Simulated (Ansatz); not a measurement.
# CaTi2 (built on the sites of a database entry of MgZr2): from the cell to its phonons, part 2 of 2

Task: relax CaTi2 (built on the sites of a database entry of MgZr2), then find its harmonic phonons.

Ansatz 0.2.0; DFT PBEsol, scalar-relativistic, plane waves, PAW.

So far. Step 4 (Tight relaxation): The largest force component left is 0.0069 meV/Å and the pressure is 0.000 GPa, within the tolerances set. The cell now holds 21.46 Å³/atom. The relaxed cell has a = 3.106, c = 23.112 Å (conventional setting).

The structure was built from a prototype and need not be the compound's stable phase.

### Step 5. Linear response at the zone centre

The zone centre is the only wavevector solved here; it holds the modes that light can see, as far as symmetry allows. No field response is asked, since the mesh shows no gap.

Input file input.yaml:

```yaml
crystal:
  lattice:
    - [1.5532395982, 0.8967649473, 7.7041332417]
    - [-1.5532395982, 0.8967649473, 7.7041332417]
    - [0.0, -1.7935249531, 7.7041338168]
  atoms:
    - { symbol: Ca, position: [0.0, 0.0, 0.0] }
    - { symbol: Ti, position: [0.2113993745, 0.2113993745, 0.2113993745] }
    - { symbol: Ti, position: [0.7886006255, 0.7886006255, 0.7886006255] }
kpoints:
  mp_grid: { grid: [15, 15, 15] }
hamiltonian:
  xc: pbesol
scf:
  occupations: { method: methfessel_paxton, width: 0.2 }
output:
  eigenvalues: true
phonons:
  method: dfpt
```

Started as:

```console
> ansatz run input.yaml --threads 8 --pin off --max-ram 14336MiB --backend cpu --events-out ev --progress --plain --runs-dir out
```

Numbers of over 12 decimals in the logs are rounded to 6 here.

Output:

```text
[...]
Crystal: 3 atoms, lattice volume = 64.386 Å³
Basis set: ecut = 420 eV, 1255 PW (Γ), exchange–correlation on 108×108×108 points (8 copies of the dense FFT grid, shifted against one another)
Bands: 21, of which v1, the nominal top of the filled ones, is band 17 counted from 1 (16 counted from 0)
Symmetry: 12 space group operations
k-points: 904 of 3375 (irreducible under 2 space group operations, time reversal used)
[...]
SCF iter   1: F=—  HF=-6740.306402 eV  |F-HF|=—  |Δ(HF+E_count)|=         —  Δρ=8.51e-3  dr2=6.89e-2  ethr=1.77e-3  ⟨swp⟩=5.8  Hψ=201987  notcnv=0
automatic band count: the SCF goes on with 25 bands, as 21 were too few: they end inside the smearing window of the response
[...]
SCF iter   2: F=—  HF=-6740.297697 eV  |F-HF|=—  |Δ(HF+E_count)|=   8.70e-3  S|Δr|=    0.00e0  Δρ=5.31e-3  dr2=3.01e-2  ethr=2.03e-4  ⟨swp⟩=1.0  Hψ=29832  notcnv=0
[...]
SCF iter  10: F=-6740.292044 eV  HF=-6740.292044 eV  |F-HF|=1.82e-12  |Δ(HF+E_count)|=  2.91e-11  S|Δr|=    0.00e0  Δρ=7.85e-8  dr2=3.49e-12  ethr=1.00e-12  ⟨swp⟩=6.6  Hψ=101729  notcnv=0
[...]
SCF 1 converged in 10 iterations: F = -6740.292044 eV  dr2 = 3.49e-12
[...]
DFPT response loops at Γ: preconditioner auto → Kerker (q_TF=auto, 2.453 Å⁻¹) (partly filled bands, converged f_vac=0.000); β = 1.00, the filter's whole step (`scf.mixing.beta` (0.50) is not read by the response loops under this deck's `scf.mixing.preconditioner`; to damp them name `kerker` or `kerker_dos`, under which they read `scf.mixing.beta`, and type it under 1.00, their step now; both keys bind the ground state too); Broyden in place of MSR1
SCF converged after 10 iterations
[...]
Free energy (F): -6740.292044 eV
[...]
Internal energy: -6740.297285 eV  (E = F + TS)
E sigma→0 (E₀):  -6740.293354 eV
Entropy (-TS):   0.005242 eV (1.747 meV/atom)
Fermi energy:    10.580739 eV
[...]
--- Band table (eV; the first three rows and the last of 904) ---
  k-point 0: bands = [... 13 lower, 7.5272, 7.8585, 9.9667, 11.0728, 11.0728, 11.0983, 11.0983, 11.8749, ... 4 higher]
  k-point 1: bands = [... 13 lower, 7.6010, 7.9757, 9.9165, 10.9442, 11.0970, 11.1229, 11.1718, 11.8999, ... 4 higher]
  k-point 2: bands = [... 13 lower, 7.8193, 8.2874, 9.7915, 10.6867, 11.1526, 11.1621, 11.3725, 11.5687, ... 4 higher]
  k-point 903: bands = [... 13 lower, 6.4133, 8.4881, 10.5982, 11.0034, 11.0502, 11.0973, 11.1692, 11.5670, ... 4 higher]
--- Phonons (Γ-DFPT): 4 representative perturbations + reference, on 904 of 3375 k-points (Σ response iterations 12) ---
  k mesh reduced under 2 symmetry operations, with k and −k counted as one. Each operation leaves every solved perturbation unchanged. A smaller set is not used because it would not reduce the number of displacements times k-points to solve
  ASR residual: 1.021e-4 → 0.000e0 eV/Å²; symmetrization residual: 2.382e-4 eV/Å²
  ASR residual per site (eV/Å²): 4.02e-5 1.02e-4 1.02e-4
  Γ frequencies (cm⁻¹): 0.00 0.00 0.00 40.41 40.41 120.99 120.99 178.03 289.75
  non-analytic LO–TO correction: not included (Born effective charges unavailable; polar crystals: no LO–TO splitting at Γ)
```

Run time: 2.7 min. Hardware: 8 threads of Intel Xeon Platinum 8488C (Sapphire Rapids), shared host; peak memory 4.5 GiB; 19 min of CPU time.

This step gave:

- sum-rule residual before enforcement: 1.02e-4 eV/Å²
- point group: -3m
- highest optical mode at the zone centre (no LO-TO term): 289.8 cm⁻¹
- lowest optical zone-centre mode: 40.41 cm⁻¹

Patterns of degenerate modes are one choice out of their space. Modes at Γ, with each element's share of the kinetic energy:

```
mode  frequency (cm⁻¹)  symmetry  Ca %  Ti %
   1               0.0  acoustic    30    70
   2               0.0  acoustic    30    70
   3               0.0  acoustic    30    70
   4              40.4        Eu    70    30
   5              40.4        Eu    70    30
   6             121.0        Eg     0   100
   7             121.0        Eg     0   100
   8             178.0       A2u    70    30
   9             289.8       A1g     0   100
```

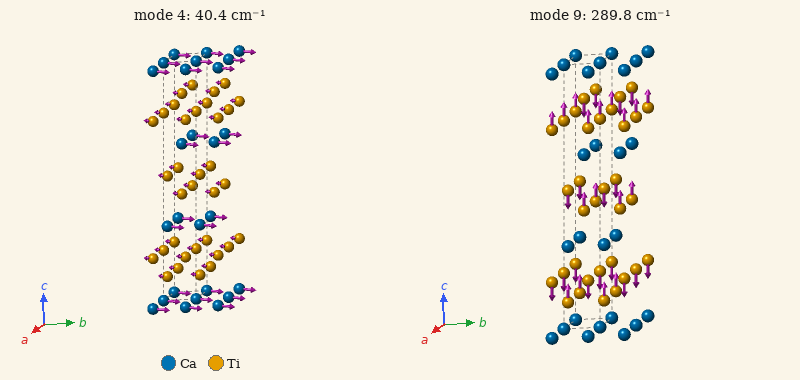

Displacement patterns of modes 4 and 9 at Γ; arrows are exaggerated. 2×2×1 conventional cells are drawn. Some periodic images of atoms are drawn too.

Before it was imposed, the acoustic sum rule was missed by 1.0e-4 eV/Å². Small misses are needed for a sound result but don't prove that mesh and cutoff are converged. The lowest optical mode is real, 40.4 cm⁻¹.

### Step 6. Isotope substitution, element Ca, natural mass 40.078 amu

An isotope changes the mass and not the force constants, so no new electronic calculation is needed; the shifts show which modes move this element.

The same force constants with the mass of Ca changed from 40.078 to 47.953 u (phonopy, no LO-TO term). Both lists are sorted by frequency; levels can cross, so a row need not hold one and the same mode. Modes under 3 cm⁻¹ are left out. Isotope shifts, by row:

```
    q  rank  natural mass (cm⁻¹)  changed mass (cm⁻¹)
0 0 0     4                40.41                   38
0 0 0     5                40.41                   38
0 0 0     6                  121                  121
0 0 0     7                  121                  121
0 0 0     8                  178                167.4
0 0 0     9                289.8                289.8
```

A mode of this element alone would shift by -8.58 %. The highest zone-centre frequency without the field goes from 289.8 to 289.8 cm⁻¹ (+0.0 %). The product of the frequency ratios over all optical modes at Γ is 0.832; the product rule, (m/m′)^(3k/2) (M′/M)^(3/2) with k = 1 such atoms and M the mass of the cell, gives 0.831.

### Step 7. Another isotope, element Ti, natural mass 47.867 amu

The same for Ti, from 47.87 to 49.94 u.

The same force constants with the mass of Ti changed from 47.867 to 49.945 u (phonopy, no LO-TO term). Both lists are sorted by frequency; levels can cross, so a row need not hold one and the same mode. Modes under 3 cm⁻¹ are left out. Isotope shifts, by row:

```
    q  rank  natural mass (cm⁻¹)  changed mass (cm⁻¹)
0 0 0     4                40.41                40.16
0 0 0     5                40.41                40.16
0 0 0     6                  121                118.5
0 0 0     7                  121                118.5
0 0 0     8                  178                176.9
0 0 0     9                289.8                283.7
```

A mode of this element alone would shift by -2.10 %. The highest zone-centre frequency without the field goes from 289.8 to 283.7 cm⁻¹ (-2.1 %). The product of the frequency ratios over all optical modes at Γ is 0.921; the product rule, (m/m′)^(3k/2) (M′/M)^(3/2) with k = 2 such atoms and M the mass of the cell, gives 0.921.

### Step 8. Outcome

```
space group after relaxation (within 0.01 Å)            : R-3m
volume per atom                                         : 21.5 Å³
electronic character                                    : no gap on this mesh
highest optical mode at the zone centre (no LO-TO term) : 290 cm⁻¹
lowest optical zone-centre mode                         : 40.4 cm⁻¹
imaginary modes at Γ (the only wavevector solved)       : none
```

In words: The structure is stable against zone-centre distortions, since no mode there is imaginary; other wavevectors were not solved, so zone-boundary instabilities are untested. The optical modes at Γ span 40 to 290 cm⁻¹. No dispersion was computed. The highest mode in this list at Γ, 289.8 cm⁻¹, is mostly motion of Ti (100 % of the kinetic energy). With no gap, or one that is small against the smearing, the frequencies hang on the k mesh and the smearing, most of all near Kohn anomalies. The starting cell was built on a prototype and not taken from a measurement, so the phase need not exist. These are harmonic frequencies at zero temperature: anharmonic shifts, linewidths and thermal expansion are left out.

[Logs are printed without paths, hosts, clocks, repeated set-up lines and the standing remarks that a program may print on its own settings, such as how far it seeks lower states.]

[Hosts, paths, dates, database ids (printed as entryN), source tags and the programs' standing remarks are cut or masked in the printed files.]
